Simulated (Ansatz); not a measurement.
## Geometry relaxation, with input and output: Zr3O5 (part 2 of 2)

Zr3O5, multiplicity 5; UKS PBE0-D4/def2-SVP (Ansatz 0.2.0). The geometry: PBE0-D4/def2-SVP start.

Geometry of the input (Å):
```
Zr 1.5879  -0.4477  -0.6544
Zr -0.9610  -0.5774  1.3759
Zr -0.5438  1.7941  -0.5680
O  1.3027  1.6321  -0.6973
O  -1.0688  1.5114  1.1918
O  -2.3996  -1.3493  0.7196
O  1.3161  -1.1602  -2.2402
O  0.7665  -1.4030  0.8727
```

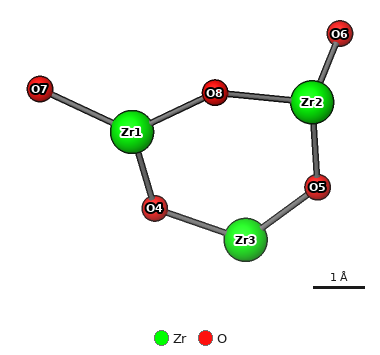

Fig. 1: The geometry at step 12 of the log (ball-and-stick view, seen at a tilt; atoms are numbered from 1 in the order of the input).

Trajectory as extended XYZ, continued:
```
8
Properties=species:S:1:pos:R:3:forces:R:3 step=3 energy=-14063.35865
Zr    1.7302   -0.4449   -0.6075   -0.1951  -0.7766  -0.7434
Zr   -1.0300   -0.5301    1.4801    0.3155  -1.3247  -0.0070
Zr   -0.5669    2.1635   -0.4750    0.8167  -0.7129   0.9734
O     1.2779    1.4097   -0.7659   -0.9140   1.0461  -0.0585
O    -1.1985    1.3988    1.2369   -0.0018   1.1402  -1.0812
O    -2.3512   -1.3946    0.7231    0.0030   0.1668   0.0995
O     1.3937   -1.3267   -2.4000    0.2742   0.0955   0.3596
O     0.7448   -1.2758    0.8084   -0.2986   0.3656   0.4576
8
Properties=species:S:1:pos:R:3:forces:R:3 step=4 energy=-14063.53670
Zr    1.6895   -0.4552   -0.6615   -0.3272  -0.0491  -0.0617
Zr   -1.0444   -0.5518    1.4947    0.1097  -0.3416  -0.1805
Zr   -0.5211    2.1657   -0.4123    0.1530  -0.0187   0.3263
O     1.2656    1.4434   -0.7930   -0.0236   0.0405  -0.0912
O    -1.2246    1.4137    1.2305   -0.0354   0.0854  -0.2129
O    -2.3788   -1.4018    0.7463    0.1220   0.0753   0.1165
O     1.4730   -1.3701   -2.4295    0.1563  -0.0849   0.0226
O     0.7408   -1.2440    0.8248   -0.1549   0.2931   0.0808
8
Properties=species:S:1:pos:R:3:forces:R:3 step=5 energy=-14063.61471
Zr    1.6084   -0.4578   -0.7248   -0.0799   0.0887  -0.5270
Zr   -1.0628   -0.5644    1.5068    0.6100   0.4093   0.4064
Zr   -0.4783    2.2607   -0.2863    0.2478   0.0579  -0.0446
O     1.2336    1.4578   -0.8596   -0.1269  -0.1531   0.0448
O    -1.2648    1.4100    1.2532   -0.0116  -0.1055   0.0285
O    -2.3711   -1.4132    0.7634   -0.6539  -0.4536  -0.3567
O     1.6222   -1.4991   -2.4627    0.0888   0.1313   0.3253
O     0.7129   -1.1940    0.8100   -0.0743   0.0250   0.1232
8
Properties=species:S:1:pos:R:3:forces:R:3 step=6 energy=-14063.65741
Zr    1.5451   -0.4471   -0.7806    0.0871  -0.1958  -0.4362
Zr   -1.0814   -0.5725    1.5187    0.1786   0.1857   0.1983
Zr   -0.4229    2.3275   -0.2108    0.1330   0.0179   0.0053
O     1.2163    1.4651   -0.9075   -0.1813   0.0635   0.0399
O    -1.2762    1.4003    1.2574    0.0526  -0.1020  -0.0704
O    -2.3955   -1.4534    0.7931   -0.2168  -0.1403  -0.1209
O     1.7244   -1.5650   -2.4651    0.0235   0.1864   0.3024
O     0.6902   -1.1550    0.7947   -0.0767  -0.0155   0.0815
8
Properties=species:S:1:pos:R:3:forces:R:3 step=7 energy=-14063.67835
Zr    1.5089   -0.4461   -0.8185    0.0764  -0.1513  -0.2019
Zr   -1.0960   -0.5795    1.5330   -0.0634  -0.0373   0.1034
Zr   -0.3730    2.3848   -0.1526    0.0963  -0.0830   0.0312
O     1.1862    1.4647   -0.9552   -0.1951   0.1134   0.0617
O    -1.2748    1.3825    1.2438    0.0584   0.0412  -0.1369
O    -2.4227   -1.4784    0.8332    0.0273   0.0462   0.0040
O     1.8111   -1.5895   -2.4577    0.0096   0.1061   0.1535
O     0.6602   -1.1384    0.7739   -0.0095  -0.0353  -0.0151
8
Properties=species:S:1:pos:R:3:forces:R:3 step=8 energy=-14063.69570
Zr    1.4929   -0.4552   -0.8575   -0.0839   0.1822   0.1280
Zr   -1.1018   -0.5883    1.5755    0.1525   0.0230  -0.0300
Zr   -0.3604    2.4125   -0.1171    0.1224  -0.0005  -0.0806
O     1.1127    1.4520   -1.0100   -0.0603  -0.0366   0.0282
O    -1.2385    1.3692    1.2536   -0.0596  -0.0496   0.0654
O    -2.4705   -1.4335    0.9012   -0.0876  -0.0303  -0.0105
O     1.9762   -1.5801   -2.4424    0.0741  -0.1009  -0.1342
O     0.5895   -1.1766    0.6968   -0.0576   0.0129   0.0336
8
Properties=species:S:1:pos:R:3:forces:R:3 step=9 energy=-14063.70395
Zr    1.4647   -0.4593   -0.9054   -0.0491  -0.0612  -0.1055
Zr   -1.1051   -0.5926    1.5948   -0.1092  -0.1025  -0.1585
Zr   -0.3280    2.4426   -0.0711    0.0901  -0.0590  -0.0675
O     1.0492    1.4421   -1.0653   -0.0308  -0.0921   0.0626
O    -1.2231    1.3618    1.2619   -0.0133  -0.0103   0.0585
O    -2.5440   -1.4030    1.0154    0.1625   0.0810   0.0874
O     2.1744   -1.5742   -2.4398   -0.0546   0.1319   0.1826
O     0.5119   -1.2174    0.6095    0.0045   0.1122  -0.0597
8
Properties=species:S:1:pos:R:3:forces:R:3 step=10 energy=-14063.70949
Zr    1.4260   -0.4702   -0.9456    0.0366  -0.0873  -0.0990
Zr   -1.1085   -0.5915    1.5968   -0.0429  -0.1086  -0.1113
Zr   -0.3132    2.4425   -0.0521    0.0502  -0.0060  -0.0572
O     1.0189    1.4306   -1.0904   -0.0178  -0.0283   0.0226
O    -1.2103    1.3660    1.2829   -0.0235  -0.0046   0.0545
O    -2.5700   -1.3880    1.0586    0.1243   0.0639   0.0543
O     2.2747   -1.5641   -2.4231   -0.0679   0.1042   0.1465
O     0.4825   -1.2253    0.5730   -0.0590   0.0666  -0.0105
8
Properties=species:S:1:pos:R:3:forces:R:3 step=11 energy=-14063.71303
Zr    1.4164   -0.4745   -0.9644    0.0409  -0.0555  -0.0789
Zr   -1.1071   -0.5935    1.5945    0.0198  -0.0268  -0.0117
Zr   -0.3138    2.4359   -0.0474    0.0141  -0.0140  -0.0136
O     0.9919    1.4196   -1.1138   -0.0192   0.0319   0.0142
O    -1.1921    1.3709    1.3126    0.0056   0.0040  -0.0015
O    -2.5867   -1.3691    1.0850    0.0116   0.0073   0.0038
O     2.3380   -1.5534   -2.4011   -0.0240   0.0412   0.0599
O     0.4534   -1.2359    0.5344   -0.0487   0.0119   0.0280
8
Properties=species:S:1:pos:R:3:forces:R:3 step=12 energy=-14063.71301 accepted=F
Zr    1.3994   -0.4730   -0.9978   -0.0518  -0.0237   0.0524
Zr   -1.1036   -0.6020    1.6085    0.0040   0.0062   0.0041
Zr   -0.3097    2.4363   -0.0375    0.0048  -0.0365   0.0091
O     0.9734    1.4224   -1.1305    0.0130   0.0436  -0.0413
O    -1.1731    1.3588    1.3234   -0.0140   0.0898   0.0115
O    -2.5993   -1.3555    1.1166   -0.0442  -0.0224   0.0008
O     2.4034   -1.5569   -2.3700    0.0118   0.0190  -0.0053
O     0.4096   -1.2301    0.4873    0.0764  -0.0761  -0.0313
8
Properties=species:S:1:pos:R:3:forces:R:3 step=13 energy=-14063.71419
Zr    1.4014   -0.4770   -0.9801    0.0097  -0.0079  -0.0198
Zr   -1.1049   -0.5960    1.5987   -0.0091  -0.0043   0.0087
Zr   -0.3125    2.4336   -0.0461   -0.0036   0.0045   0.0023
O     0.9859    1.4208   -1.1222   -0.0034   0.0011  -0.0011
O    -1.1828    1.3692    1.3200    0.0081   0.0045  -0.0016
O    -2.5927   -1.3619    1.0993   -0.0028   0.0005   0.0035
O     2.3700   -1.5480   -2.3864    0.0049   0.0062   0.0087
O     0.4355   -1.2407    0.5168   -0.0037  -0.0046  -0.0008
8
Properties=species:S:1:pos:R:3:forces:R:3 step=14 energy=-14063.71559
Zr    1.3811   -0.4827   -1.0102    0.0013  -0.0190  -0.0355
Zr   -1.1037   -0.6025    1.6059   -0.0239  -0.0008  -0.0438
Zr   -0.3096    2.4322   -0.0394   -0.0008  -0.0192   0.0118
O     0.9533    1.4137   -1.1519    0.0048  -0.0238   0.0041
O    -1.1530    1.3665    1.3437    0.0049  -0.0071  -0.0050
O    -2.6194   -1.3377    1.1425    0.0360   0.0210   0.0198
O     2.4613   -1.5313   -2.3565   -0.0325   0.0405   0.0537
O     0.3899   -1.2583    0.4660    0.0102   0.0083  -0.0051
8
Properties=species:S:1:pos:R:3:forces:R:3 step=15 energy=-14063.71626
Zr    1.3445   -0.4919   -1.0516    0.0544  -0.0616  -0.0649
Zr   -1.1005   -0.6070    1.6063   -0.0470  -0.0275  -0.0376
Zr   -0.3018    2.4312   -0.0292    0.0086  -0.0230   0.0018
O     0.9254    1.4074   -1.1774   -0.0044  -0.0173   0.0087
O    -1.1276    1.3639    1.3630    0.0025   0.0077  -0.0073
O    -2.6419   -1.3164    1.1868    0.0639   0.0298   0.0202
O     2.5509   -1.5121   -2.3173   -0.0862   0.0783   0.0957
O     0.3509   -1.2751    0.4194    0.0082   0.0135  -0.0168
8
Properties=species:S:1:pos:R:3:forces:R:3 step=16 energy=-14063.71699
Zr    1.3388   -0.4936   -1.0561    0.0229  -0.0256  -0.0213
Zr   -1.0993   -0.6069    1.6051   -0.0161  -0.0157  -0.0121
Zr   -0.2988    2.4306   -0.0280    0.0039  -0.0054   0.0002
O     0.9251    1.4060   -1.1780   -0.0051   0.0094  -0.0023
O    -1.1276    1.3638    1.3621    0.0011   0.0099  -0.0016
O    -2.6405   -1.3159    1.1886    0.0215   0.0095   0.0079
O     2.5522   -1.5079   -2.3107   -0.0236   0.0237   0.0280
O     0.3501   -1.2760    0.4170   -0.0046  -0.0056   0.0012
8
Properties=species:S:1:pos:R:3:forces:R:3 step=17 energy=-14063.71724
Zr    1.3324   -0.4957   -1.0629   -0.0062   0.0037   0.0034
Zr   -1.0982   -0.6085    1.6041    0.0044   0.0036  -0.0014
Zr   -0.2946    2.4307   -0.0258   -0.0006   0.0001   0.0025
O     0.9170    1.4040   -1.1863    0.0001  -0.0038  -0.0008
O    -1.1209    1.3635    1.3653    0.0024  -0.0022  -0.0018
O    -2.6445   -1.3112    1.1987   -0.0033  -0.0014   0.0007
O     2.5690   -1.4998   -2.2986    0.0037  -0.0010   0.0001
O     0.3398   -1.2829    0.4055   -0.0004   0.0010  -0.0028
8
Properties=species:S:1:pos:R:3:forces:R:3 step=18 energy=-14063.71746
Zr    1.3169   -0.4995   -1.0803   -0.0015   0.0018  -0.0014
Zr   -1.0961   -0.6117    1.6040    0.0053   0.0064  -0.0079
Zr   -0.2882    2.4309   -0.0213    0.0001  -0.0002   0.0006
O     0.9032    1.4009   -1.1997    0.0005  -0.0061   0.0008
O    -1.1079    1.3616    1.3718    0.0000  -0.0090   0.0019
O    -2.6529   -1.3026    1.2190   -0.0008   0.0004   0.0017
O     2.6052   -1.4878   -2.2759   -0.0013   0.0015   0.0036
O     0.3198   -1.2919    0.3823   -0.0024   0.0051   0.0007
8
Properties=species:S:1:pos:R:3:forces:R:3 step=19 energy=-14063.71745 accepted=F
Zr    1.2922   -0.5057   -1.1106    0.0308  -0.0220  -0.0243
Zr   -1.0924   -0.6166    1.6021   -0.0114  -0.0038  -0.0160
Zr   -0.2782    2.4304   -0.0136    0.0066  -0.0085  -0.0071
O     0.8809    1.3959   -1.2207   -0.0023  -0.0075   0.0072
O    -1.0872    1.3581    1.3833   -0.0008  -0.0088   0.0029
O    -2.6666   -1.2883    1.2533    0.0220   0.0086   0.0046
O     2.6640   -1.4690   -2.2370   -0.0423   0.0294   0.0345
O     0.2873   -1.3048    0.3432   -0.0026   0.0126  -0.0018
8
Properties=species:S:1:pos:R:3:forces:R:3 step=20 energy=-14063.71755
Zr    1.3048   -0.5022   -1.0954    0.0145  -0.0130  -0.0136
Zr   -1.0942   -0.6135    1.6022   -0.0095  -0.0104   0.0031
Zr   -0.2834    2.4298   -0.0174    0.0017   0.0017  -0.0027
O     0.8931    1.3984   -1.2098   -0.0033   0.0051   0.0026
O    -1.0985    1.3600    1.3780    0.0005   0.0032  -0.0015
O    -2.6597   -1.2959    1.2365    0.0084   0.0043   0.0013
O     2.6338   -1.4790   -2.2567   -0.0104   0.0084   0.0100
O     0.3040   -1.2975    0.3626   -0.0020   0.0008   0.0008
```

Key numbers:

| quantity | value |
| --- | --- |
| outcome | converged |
| total energy | −14063.7176 eV |
| mean-field energy | −14063.4081 eV |
| dispersion energy | −0.3095 eV |
| ⟨S²⟩ | 6.007 |
| HOMO (either spin) | −4.53 eV |
| LUMO (either spin) | −4.31 eV |
| largest force (length of the vector) at the end | 0.024 eV/Å |
| dipole moment | 5.17 D |
| hardware | 4 threads of Intel Xeon @ 2.50GHz, 180 GiB of memory available, shared host |
| wall time | 5.3 min (CPU time 19 min) |
| peak memory | 0.82 GiB |
